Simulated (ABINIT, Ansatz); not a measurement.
**PbSe2 (Fm-3m): zone-centre phonons**

Wanted: the vibrations of PbSe2 (Fm-3m) at Γ, by two programs.

Calculated with ABINIT 10.8.3; DFT LDA, scalar-relativistic, plane waves, HGH norm-conserving pseudopotentials.

The structure was built from a prototype and need not be the compound's stable phase.

## (1) Starting point

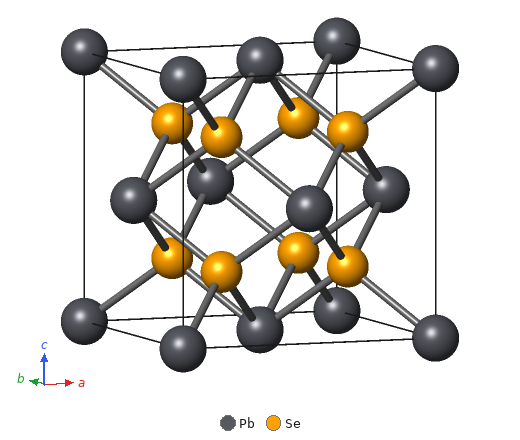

Start, viewed slightly off an axis; lead dark grey, selenium orange. This picture shows the conventional cell, with its axes. Some periodic images of atoms are drawn too.

Coordinates:

```cif
data_structure
_symmetry_space_group_name_H-M 'Fm-3m'
_symmetry_Int_Tables_number 225
_cell_length_a 6.9101
_cell_length_b 6.9101
_cell_length_c 6.9101
_cell_angle_alpha 90.000
_cell_angle_beta 90.000
_cell_angle_gamma 90.000
_cell_volume 329.96
loop_
_atom_site_label
_atom_site_type_symbol
_atom_site_symmetry_multiplicity
_atom_site_Wyckoff_symbol
_atom_site_fract_x
_atom_site_fract_y
_atom_site_fract_z
_atom_site_occupancy
Pb1 Pb 4 a 0.00000 0.00000 0.00000 1
Se1 Se 8 c 0.25000 0.75000 0.75000 1
```

## (2) Relaxing the cell and atoms

Frequencies change by per cents with a per cent of volume, so the structure is first brought to rest at this level of theory.

The starting cell comes from a relaxation made beforehand in Ansatz (LDA, PseudoDojo NC).

relax.abi reads:

```
# relaxation
ionmov 2
optcell 2
dilatmx 1.08
ntime 40
tolmxf 1.0d-05
tolvrs 1.0d-14
prtwf 0
prtden 0
chksymtnons 0

# basis, mesh and filling
ecut 20.0
ecutsm 0.5
ixc 7
ngkpt 8 8 8
nshiftk 1
shiftk 0.0 0.0 0.0
istwfk *1
occopt 7
tsmear 0.01
nband 14
nstep 100
diemac 1000000.0
prtebands 0
prtgsr 0

# cell and atoms
acell 3*1.0 Angstrom
rprim 
    0.0 3.455060425 3.455060425
    3.455060425 0.0 3.455060425
    3.455060425 3.455060425 0.0
ntypat 2
znucl 82 34
natom 3
typat 1 2 2
xred 
    0.0 0.0 0.0
    0.25 0.25 0.25
    0.75 0.75 0.75
pp_dirpath "./pseudo"
pseudos "Pb.hgh, Se.hgh"
```

On the command line:

```bash
> OMP_NUM_THREADS=1 mpirun -n 2 abinit relax.abi > relax.log
```

Numbers of over 12 decimals in the logs are rounded to 6 here.

relax.abo, the main output file:

```text
[banners, grids, parts of the stress and lines that vanish by symmetry left out]
- input  file    -> relax.abi
- output file    -> relax.abo
- root for input  files -> relaxi
[...]
Symmetries : space group Fm -3 m (#225); Bravais cF (face-center cubic)
[...]
mpw =        3028          nfft =       91125          nkpt =          29
[...]
== DATASET  1 ==================================================================
[...]
cutoff_energies: {ecut:  20.0, pawecutdg:  -1.0, }
[...]
Exchange-correlation functional for the present dataset will be:
  LDA: Perdew-Wang 92 LSD fit to Ceperley-Alder data - ixc=7
[...]
ETOT  1  -22.615314102681    -2.262E+01 1.949E-02 6.580E+01
 ETOT  2  -22.632118192880    -1.680E-02 8.894E-04 2.606E+00
 ETOT  3  -22.632238483005    -1.203E-04 4.321E-04 5.648E-01
 ETOT  4  -22.632265048324    -2.657E-05 6.747E-04 7.409E-02
 ETOT  5  -22.632269071814    -4.023E-06 1.139E-04 1.348E-04
[...]
At SCF step   10       vres2   =  2.68E-15 < tolvrs=  1.00E-14 =>converged.
[...]
sigma(1 1)=  2.47350244E-05  sigma(3 2)=  0.00000000E+00
  sigma(2 2)=  2.47350244E-05  sigma(3 1)=  0.00000000E+00
  sigma(3 3)=  2.47350244E-05  sigma(2 1)=  0.00000000E+00
[...]
convergence: {deltae:  2.167E-13, res2:  2.679E-15, residm:  2.000E-05, diffor: null, }
etotal    :  -2.26322691E+01
[...]
ETOT  1  -22.632292903815    -2.263E+01 9.622E-06 3.341E-02
[...]
At SCF step    8       vres2   =  8.38E-15 < tolvrs=  1.00E-14 =>converged.
[...]
sigma(1 1)=  2.13220405E-05  sigma(3 2)=  0.00000000E+00
  sigma(2 2)=  2.13220405E-05  sigma(3 1)=  0.00000000E+00
  sigma(3 3)=  2.13220405E-05  sigma(2 1)=  0.00000000E+00
[...]
convergence: {deltae: -9.983E-13, res2:  8.377E-15, residm:  2.570E-06, diffor: null, }
etotal    :  -2.26322976E+01
[...]
ETOT  1  -22.632199119433    -2.263E+01 6.146E-05 1.247E+00
[...]
At SCF step    9       vres2   =  5.51E-16 < tolvrs=  1.00E-14 =>converged.
[...]
sigma(1 1)= -1.93490562E-06  sigma(3 2)=  0.00000000E+00
  sigma(2 2)= -1.93490562E-06  sigma(3 1)=  0.00000000E+00
  sigma(3 3)= -1.93490562E-06  sigma(2 1)=  0.00000000E+00
[...]
convergence: {deltae:  4.405E-13, res2:  5.512E-16, residm:  9.830E-08, diffor: null, }
etotal    :  -2.26323740E+01
[...]
ETOT  1  -22.632373397498    -2.263E+01 1.949E-07 8.517E-03
[...]
At SCF step    8       vres2   =  2.03E-15 < tolvrs=  1.00E-14 =>converged.
[...]
sigma(1 1)=  1.26117917E-07  sigma(3 2)=  0.00000000E+00
  sigma(2 2)=  1.26117917E-07  sigma(3 1)=  0.00000000E+00
  sigma(3 3)=  1.26117917E-07  sigma(2 1)=  0.00000000E+00
[...]
convergence: {deltae: -4.370E-13, res2:  2.032E-15, residm:  6.023E-09, diffor: null, }
etotal    :  -2.26323746E+01
[...]
ETOT  1  -22.632374591305    -2.263E+01 1.043E-07 3.193E-05
[...]
ETOT  6  -22.632374595788    -1.208E-13 2.677E-10 4.473E-14
 ETOT  7  -22.632374595788    -1.599E-13 1.887E-09 6.332E-16
 At SCF step    7       vres2   =  6.33E-16 < tolvrs=  1.00E-14 =>converged.
[...]
sigma(1 1)=  8.47333923E-10  sigma(3 2)=  0.00000000E+00
  sigma(2 2)=  8.47333923E-10  sigma(3 1)=  0.00000000E+00
  sigma(3 3)=  8.47333922E-10  sigma(2 1)=  0.00000000E+00
[...]
convergence: {deltae: -1.599E-13, res2:  6.332E-16, residm:  1.887E-09, diffor: null, }
etotal    :  -2.26323746E+01
[...]
At Broyd/MD step   5, gradients are converged :
[...]
sigma(1 1)=  8.47333923E-10  sigma(3 2)=  0.00000000E+00
  sigma(2 2)=  8.47333923E-10  sigma(3 1)=  0.00000000E+00
  sigma(3 3)=  8.47333922E-10  sigma(2 1)=  0.00000000E+00
[...]
- sigma(1 1)=  2.49294247E-05  sigma(3 2)=  0.00000000E+00
- sigma(2 2)=  2.49294247E-05  sigma(3 1)=  0.00000000E+00
- sigma(3 3)=  2.49294247E-05  sigma(2 1)=  0.00000000E+00
[...]
fcart     -0.0000000000E+00 -0.0000000000E+00 -0.0000000000E+00
           strten      8.4733392286E-10  8.4733392264E-10  8.4733392178E-10
================================================================================

[key lines of the parts left out:]
pressure_GPa:  -2.4929E-05
Total energy (etotal) [Ha]= -2.26323745957880E+01
```

Run time: 3.3 min. Hardware: 2 MPI ranks of Arm Neoverse N1, shared host; 6.5 min of CPU time.

Step by step:

| step | energy less that of the first step (eV) | largest force (eV/Å) | volume (Å³) |
| --- | --- | --- | --- |
| 1 | 0.0000 | 0.0000 | 82.49 |
| 2 | -0.0008 | 0.0000 | 82.31 |
| 3 | -0.0029 | 0.0000 | 81.18 |
| 4 | -0.0029 | 0.0000 | 81.28 |
| 5 | -0.0029 | 0.0000 | 81.27 |

| conventional cell, symmetrised | before | after | change |
| --- | --- | --- | --- |
| a (Å) | 6.910 | 6.876 | -0.5 % |
| b (Å) | 6.910 | 6.876 | -0.5 % |
| c (Å) | 6.910 | 6.876 | -0.5 % |
| volume (Å³/atom) | 27.50 | 27.09 | -1.5 % |

The relaxed structure:

```xyz
3
Lattice="0.0000 3.4379 3.4379 3.4379 0.0000 3.4379 3.4379 3.4379 0.0000" Properties=species:S:1:pos:R:3 pbc="T T T"
Pb    0.0000    0.0000    0.0000
Se    1.7190    1.7190    1.7190
Se    5.1569    5.1569    5.1569
```

Read from the output:

```yaml
volume_per_atom: 27.09 Å³
pressure: -2.49e-5 GPa
gap_on_the_k_mesh: 0 eV
```

The volume changes by -1.5 % from the cell with which this run began.

## (3) Ground state

First-order wavefunctions inherit every error of the ground state, hence the very tight tolvrs. ecutsm is kept as in the relaxation, so that the cell stays at rest. Occupations are smeared.

gs.abi reads:

```
# ground state
tolvrs 1.0d-16
prtden 1
prtwf 1

# basis, mesh and filling
ecut 20.0
ecutsm 0.5
ixc 7
ngkpt 8 8 8
nshiftk 1
shiftk 0.0 0.0 0.0
istwfk *1
occopt 7
tsmear 0.01
nband 14
nstep 100
diemac 1000000.0
prtebands 0
prtgsr 0

# cell and atoms
acell 3*1.0 Angstrom
rprim 
    0.0 3.437949832 3.437949832
    3.437949832 0.0 3.437949832
    3.437949832 3.437949832 0.0
ntypat 2
znucl 82 34
natom 3
typat 1 2 2
xred 
    0.0 0.0 0.0
    0.25 0.25 0.25
    0.75 0.75 0.75
pp_dirpath "./pseudo"
pseudos "Pb.hgh, Se.hgh"
```

On the command line:

```bash
> OMP_NUM_THREADS=1 mpirun -n 2 abinit gs.abi > gs.log
```

gs.abo, the main output file:

```text
[banners, grids, parts of the stress and lines that vanish by symmetry left out]
- input  file    -> gs.abi
- output file    -> gs.abo
- root for input  files -> gsi
[...]
Symmetries : space group Fm -3 m (#225); Bravais cF (face-center cubic)
[...]
mpw =        2397          nfft =       64000          nkpt =          29
[...]
== DATASET  1 ==================================================================
[...]
cutoff_energies: {ecut:  20.0, pawecutdg:  -1.0, }
[...]
Exchange-correlation functional for the present dataset will be:
  LDA: Perdew-Wang 92 LSD fit to Ceperley-Alder data - ixc=7
[...]
ETOT  1  -22.614387548075    -2.261E+01 1.677E-02 4.632E+01
 ETOT  2  -22.632213907767    -1.783E-02 5.663E-04 1.940E+00
 ETOT  3  -22.632343333877    -1.294E-04 1.675E-04 4.090E-01
 ETOT  4  -22.632370849216    -2.752E-05 4.981E-04 5.116E-02
 ETOT  5  -22.632374822774    -3.974E-06 6.565E-05 9.558E-05
[...]
ETOT 10  -22.632374831308    -1.990E-13 5.053E-06 1.503E-15
 ETOT 11  -22.632374831307     6.928E-13 8.447E-06 7.023E-18
 At SCF step   11       vres2   =  7.02E-18 < tolvrs=  1.00E-16 =>converged.
[...]
sigma(1 1)= -2.27718013E-10  sigma(3 2)=  0.00000000E+00
  sigma(2 2)= -2.27718014E-10  sigma(3 1)=  0.00000000E+00
  sigma(3 3)= -2.27718013E-10  sigma(2 1)=  0.00000000E+00
[...]
convergence: {deltae:  6.928E-13, res2:  7.023E-18, residm:  8.447E-06, diffor: null, }
etotal    :  -2.26323748E+01
[...]
sigma(1 1)= -2.27718013E-10  sigma(3 2)=  0.00000000E+00
  sigma(2 2)= -2.27718014E-10  sigma(3 1)=  0.00000000E+00
  sigma(3 3)= -2.27718013E-10  sigma(2 1)=  0.00000000E+00
[...]
- sigma(1 1)= -6.69969526E-06  sigma(3 2)=  0.00000000E+00
- sigma(2 2)= -6.69969527E-06  sigma(3 1)=  0.00000000E+00
- sigma(3 3)= -6.69969526E-06  sigma(2 1)=  0.00000000E+00
[...]
fcart     -0.0000000000E+00 -0.0000000000E+00 -0.0000000000E+00
           strten     -2.2771801350E-10 -2.2771801372E-10 -2.2771801350E-10
================================================================================

[key lines of the parts left out:]
pressure_GPa:   6.6997E-06
```

Elapsed: 33 s, on 2 MPI ranks.

Read from the output:

| Item | Value |
| --- | --- |
| pressure | 6.70e-6 GPa |

The cell stands at 6.7e-6 GPa, close enough for phonons.

## (4) Zone-centre response

At q = 0 one unit cell holds all displacements. The response is solved for single atoms along the cell's directions, and symmetry skips those that follow from others. The crystal is treated as a metal, which screens a static field, so no field response is asked.

dfpt_gamma.abi reads:

```

# common to the responses
getwfk_filepath "gso_WFK"
kptopt 2
nqpt 1
qpt 0.0 0.0 0.0
asr 0
chneut 0

# displacements
rfphon 1
rfatpol 1 3
rfdir 1 1 1
tolvrs 1.0d-10
prtwf 0

# basis, mesh and filling
ecut 20.0
ecutsm 0.5
ixc 7
ngkpt 8 8 8
nshiftk 1
shiftk 0.0 0.0 0.0
istwfk *1
occopt 7
tsmear 0.01
nband 14
nstep 100
diemac 1000000.0
prtebands 0
prtgsr 0

# cell and atoms
acell 3*1.0 Angstrom
rprim 
    0.0 3.437949832 3.437949832
    3.437949832 0.0 3.437949832
    3.437949832 3.437949832 0.0
ntypat 2
znucl 82 34
natom 3
typat 1 2 2
xred 
    0.0 0.0 0.0
    0.25 0.25 0.25
    0.75 0.75 0.75
pp_dirpath "./pseudo"
pseudos "Pb.hgh, Se.hgh"
```

On the command line:

```bash
> OMP_NUM_THREADS=1 mpirun -n 2 abinit dfpt_gamma.abi > dfpt_gamma.log
```

dfpt_gamma.abo, the main output file:

```text
[banners, grids, parts of the stress and lines that vanish by symmetry left out]
- input  file    -> dfpt_gamma.abi
- output file    -> dfpt_gamma.abo
- root for input  files -> dfpt_gammai
- root for output files -> dfpt_gammao

 Symmetries : space group Fm -3 m (#225); Bravais cF (face-center cubic)
================================================================================
 Values of the parameters that define the memory need of the present run (RF).
     intxc =       0      iscf =       7    lmnmax =       6     lnmax =       6
     mgfft =      40  mpssoang =       3    mqgrid =    3001     natom =       3
  nloc_mem =       1    nspden =       1   nspinor =       1    nsppol =       1
      nsym =      48    n1xccc =       0    ntypat =       2    occopt =       7
   xclevel =       1
-    mband =          14        mffmem =           1         mkmem =         130
-   mkqmem =         130        mk1mem =         130           mpw =        2397
      nfft =       64000          nkpt =         260
- my_mband =          14
================================================================================
================================================================================

--------------------------------------------------------------------------------
------------- Echo of variables that govern the present computation ------------
--------------------------------------------------------------------------------
-
- outvars: echo of selected default values
-   iomode0 =  0 , fftalg0 =312 , wfoptalg0 =  0
-
- outvars: echo of global parameters not present in the input file
-  max_nthreads =    1
-
 -outvars: echo values of preprocessed input variables
 [... echo left out ...]
================================================================================

 chkinp: Checking input parameters for consistency.

[...]
== DATASET  1 ==================================================================
-   mpi_nproc: 2, omp_nthreads: 1 (-1 if OMP is not activated)

--- !DatasetInfo
iteration_state: {dtset: 1, }
dimensions: {natom: 3, nkpt: 260, mband: 14, nsppol: 1, nspinor: 1, nspden: 1, mpw: 2397, }
cutoff_energies: {ecut:  20.0, pawecutdg:  -1.0, }
electrons: {nelect:   1.60000000E+01, charge:   0.00000000E+00, occopt:   7.00000000E+00, tsmear:   1.00000000E-02, }
meta: {optdriver: 1, rfphon: 1, }
...

 mkfilename: getwfk from: gso_WFK

 Exchange-correlation functional for the present dataset will be:
  LDA: Perdew-Wang 92 LSD fit to Ceperley-Alder data - ixc=7
 Citation for XC functional:
  J.P.Perdew and Y.Wang, PRB 45, 13244 (1992)

 Real(R)+Recip(G) space primitive vectors, cartesian coordinates (Bohr,Bohr^-1):
 R(1)=  0.0000000  6.4967836  6.4967836  G(1)= -0.0769612  0.0769612  0.0769612
 R(2)=  6.4967836  0.0000000  6.4967836  G(2)=  0.0769612 -0.0769612  0.0769612
 R(3)=  6.4967836  6.4967836  0.0000000  G(3)=  0.0769612  0.0769612 -0.0769612
 Unit cell volume ucvol=  5.4843505E+02 bohr^3
 Angles (23,13,12)=  6.00000000E+01  6.00000000E+01  6.00000000E+01 degrees
 setup1 : take into account q-point for computing boxcut.

 getcut: wavevector=  0.0000  0.0000  0.0000  ngfft=  40  40  40
         ecut(hartree)=     20.000   => boxcut(ratio)=   2.16255

--- Pseudopotential description ------------------------------------------------
- pspini: atom type   1  psp file is ./pseudo/Pb.hgh

- pspini: atom type   2  psp file is ./pseudo/Se.hgh

   5.11796271E+02                                ecore*ucvol(ha*bohr**3)
--------------------------------------------------------------------------------

 ==>  initialize data related to q vector <==

 The list of irreducible perturbations for this q vector is:
    1)    idir= 1    ipert=   1
    2)    idir= 1    ipert=   2

[...]
The perturbation idir=   2  ipert=   1 is
 symmetric of a previously calculated perturbation.
 So, its SCF calculation is not needed.

 The perturbation idir=   3  ipert=   1 is
 symmetric of a previously calculated perturbation.
 So, its SCF calculation is not needed.

 The perturbation idir=   2  ipert=   2 is
 symmetric of a previously calculated perturbation.
 So, its SCF calculation is not needed.

 The perturbation idir=   3  ipert=   2 is
 symmetric of a previously calculated perturbation.
 So, its SCF calculation is not needed.

 The perturbation idir=   1  ipert=   3 is
 symmetric of a previously calculated perturbation.
 So, its SCF calculation is not needed.

 The perturbation idir=   2  ipert=   3 is
 symmetric of a previously calculated perturbation.
 So, its SCF calculation is not needed.

 The perturbation idir=   3  ipert=   3 is
 symmetric of a previously calculated perturbation.
 So, its SCF calculation is not needed.

--------------------------------------------------------------------------------
 Perturbation wavevector (in red.coord.)   0.000000  0.000000  0.000000
 Perturbation : displacement of atom   1   along direction   1
 Found     4 symmetries that leave the perturbation invariant.

[...]
dfpt_looppert : total number of electrons, from k and k+q
  fully or partially occupied states are    1.600000E+01 and    1.600000E+01.
 Initialisation of the first-order wave-functions :
  ireadwf=   0

--- !BeginCycle
iteration_state: {dtset: 1, }
solver: {iscf: 7, nstep: 100, nline: 4, wfoptalg: 0, }
tolerances: {tolvrs: 1.00E-10, }
...

     iter   2DEtotal(Ha)        deltaE(Ha) residm    vres2
-ETOT  1   16.506305210233     -5.994E+01 3.905E-01 4.336E+04
 ETOT  2   2.384724     -1.412E+01 1.984E-02 6.247E+02
 ETOT  3   2.221592     -1.631E-01 2.890E-04 6.196E+01
 ETOT  4   2.208081     -1.351E-02 3.313E-05 2.515E+00
 ETOT  5   2.207688     -3.930E-04 9.125E-07 1.227E-02
[...]
At SCF step   10       vres2   =  1.02E-12 < tolvrs=  1.00E-10 =>converged.
[...]
Mean square residual over all n,k,spin=   68.076E-19; max=  39.396E-18

 Thirteen components of 2nd-order total energy (hartree) are
 1,2,3: 0th-order hamiltonian combined with 1st-order wavefunctions
     kin0=   7.73078282E+01 eigvalue=   2.77111659E+00  local=  -3.77601077E+01
 4,5,6: 1st-order hamiltonian combined with 1st and 0th-order wfs
 loc psp =  -3.10908018E+01  Hartree=   1.44955853E+01     xc=  -7.97601682E+00
 note that "loc psp" includes a xc core correction that could be resolved
 7,8,9: eventually, occupation + non-local contributions
    edocc=   9.53656361E+00     enl0=   1.58680263E+01   enl1=  -1.17395189E+02
 1-9 gives the relaxation energy (to be shifted if some occ is /=2.0)
   erelax=  -7.42429954E+01
 10,11,12 Non-relaxation  contributions : frozen-wavefunctions and Ewald
 fr.local=  -1.12909652E+01 fr.nonlo=   5.67937281E+01  Ewald=   3.09479185E+01
 13,14 Frozen wf xc core corrections (1) and (2)
 frxc 1  =   0.00000000E+00  frxc 2 =   0.00000000E+00
 Resulting in :
 2DEtotal=    0.2207685894E+01 Ha. Also 2DEtotal=    0.600741935649E+02 eV
    (2DErelax=   -7.4242995439E+01 Ha. 2DEnonrelax=    7.6450681333E+01 Ha)
    (  non-var. 2DEtotal :    2.2076858238E+00 Ha)

[...]
Perturbation wavevector (in red.coord.)   0.000000  0.000000  0.000000
 Perturbation : displacement of atom   2   along direction   1
 Found     2 symmetries that leave the perturbation invariant.

--------------------------------------------------------------------------------

--------------------------------------------------------------------------------

 dfpt_looppert : total number of electrons, from k and k+q
  fully or partially occupied states are    1.600000E+01 and    1.600000E+01.
 Initialisation of the first-order wave-functions :
  ireadwf=   0

--- !BeginCycle
iteration_state: {dtset: 1, }
solver: {iscf: 7, nstep: 100, nline: 4, wfoptalg: 0, }
tolerances: {tolvrs: 1.00E-10, }
...

     iter   2DEtotal(Ha)        deltaE(Ha) residm    vres2
-ETOT  1   160.94050221393     -3.228E+02 4.559E-01 4.454E+05
[...]
ETOT 11   1.531723     -1.194E-11 2.386E-15 1.623E-10
 ETOT 12   1.531723     -2.842E-12 5.089E-17 5.571E-12

 At SCF step   12       vres2   =  5.57E-12 < tolvrs=  1.00E-10 =>converged.
[...]
Mean square residual over all n,k,spin=   80.121E-19; max=  50.891E-18

 Thirteen components of 2nd-order total energy (hartree) are
 1,2,3: 0th-order hamiltonian combined with 1st-order wavefunctions
     kin0=   4.72203942E+02 eigvalue=   7.15411530E+00  local=  -2.78757036E+02
 4,5,6: 1st-order hamiltonian combined with 1st and 0th-order wfs
 loc psp =  -2.23793415E+02  Hartree=   1.16313168E+02     xc=  -4.41221926E+01
 note that "loc psp" includes a xc core correction that could be resolved
 7,8,9: eventually, occupation + non-local contributions
    edocc=   2.51592876E+01     enl0=   1.84253048E+02   enl1=  -7.40615250E+02
 1-9 gives the relaxation energy (to be shifted if some occ is /=2.0)
   erelax=  -4.82204332E+02
 10,11,12 Non-relaxation  contributions : frozen-wavefunctions and Ewald
 fr.local=   7.55687527E+01 fr.nonlo=   3.69482405E+02  Ewald=   3.86848981E+01
 13,14 Frozen wf xc core corrections (1) and (2)
 frxc 1  =   0.00000000E+00  frxc 2 =   0.00000000E+00
 Resulting in :
 2DEtotal=    0.1531723445E+01 Ha. Also 2DEtotal=    0.416803182814E+02 eV
    (2DErelax=   -4.8220433239E+02 Ha. 2DEnonrelax=    4.8373605584E+02 Ha)
    (  non-var. 2DEtotal :    1.5317234364E+00 Ha)

[...]
---- first-order wavefunction calculations are completed ----

 ==> Compute Derivative Database <==

 [... matrices left out ...]
  Phonon wavevector (reduced coordinates) :  0.00000  0.00000  0.00000
 Phonon energies in Hartree :
   1.124236E-05  1.124236E-05  1.124236E-05  4.003289E-04  4.003289E-04
   4.003289E-04  4.012192E-04  4.012192E-04  4.012192E-04
 Phonon frequencies in cm-1    :
-  2.467412E+00  2.467412E+00  2.467412E+00  8.786204E+01  8.786204E+01
-  8.786204E+01  8.805743E+01  8.805743E+01  8.805743E+01

== END DATASET(S) ==============================================================
================================================================================

 -outvars: echo values of variables after computation
            acell      1.8897261259E+00  1.8897261259E+00  1.8897261259E+00 Bohr
           etotal      1.5317234449E+00
            fcart      0.0000000000E+00  0.0000000000E+00  0.0000000000E+00
           strten      0.0000000000E+00  0.0000000000E+00  0.0000000000E+00
================================================================================
```

Run time: 4.7 min. Hardware: 2 MPI ranks.

Read from the output:

```yaml
largest_acoustic_frequency_at_the_zone_centre_before_the_sum_rule: 2.47 cm⁻¹
highest_optical_zone_centre_mode_no_lo_to_term: 88.06 cm⁻¹
lowest_optical_zone_centre_mode: 87.86 cm⁻¹
```

The acoustic modes at Γ come out as far as 2.5 cm⁻¹ from zero, where they should vanish, a small numerical error.

(Continued in part 2 of 2.)

[Host names and launcher messages were left out of these logs when they were recorded.]

[Logs are printed without paths, hosts, clocks, repeated set-up lines and the standing remarks that a program may print on its own settings, such as how far it seeks lower states.]

[Hosts, paths, dates, database ids (printed as entryN), source tags and the programs' standing remarks are cut or masked in the printed files.]
